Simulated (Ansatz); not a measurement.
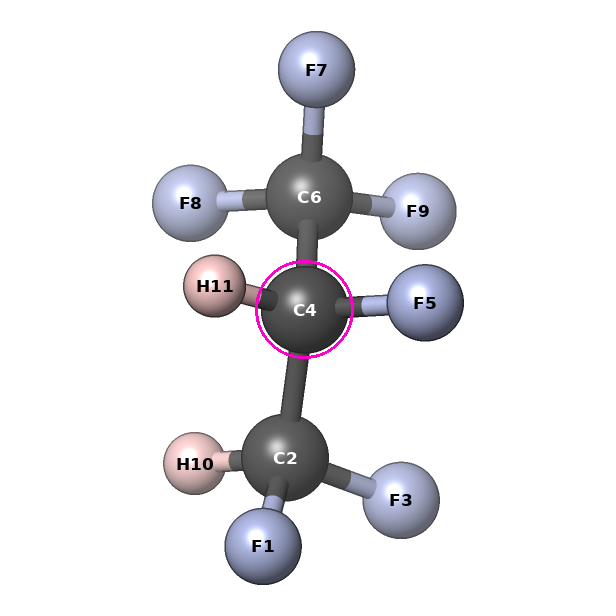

Depth is shown by fading: the farther an atom, the more it takes the colour of the background. Circles mark the stereogenic atoms. Computed geometry: PBE0-D4/def2-TZVP optimisation.

**Assign CIP descriptors.**

C4: R (priorities F5 > C6 > C2 > H11).

**Write the isomeric SMILES.**

FC(F)[C@@H](F)C(F)(F)F
